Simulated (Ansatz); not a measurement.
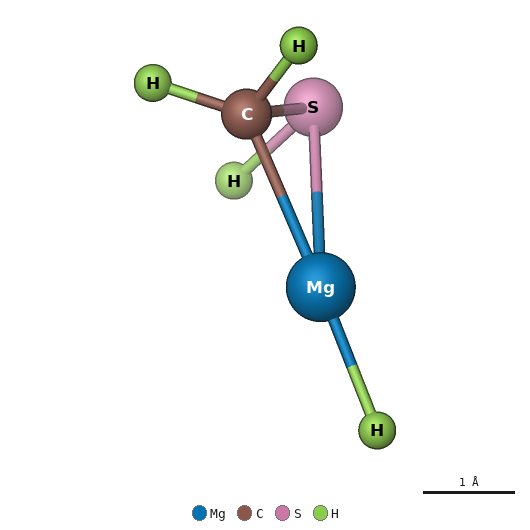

Depth is shown by fading: the farther an atom, the more it takes the colour of the background. The computed structure is the end point of a PBE0-D4/def2-TZVP optimisation. No frequency run is at hand to confirm it as a minimum. Masses are those of the most abundant isotopes; constants are for the rigid equilibrium geometry.

**What kind of rotor is it, and what are its rotational constants in cm⁻¹?**

An asymmetric top (C1): A = 0.529, B = 0.152, C = 0.123 cm⁻¹. Ray's parameter κ is −0.86, close to the prolate limit.
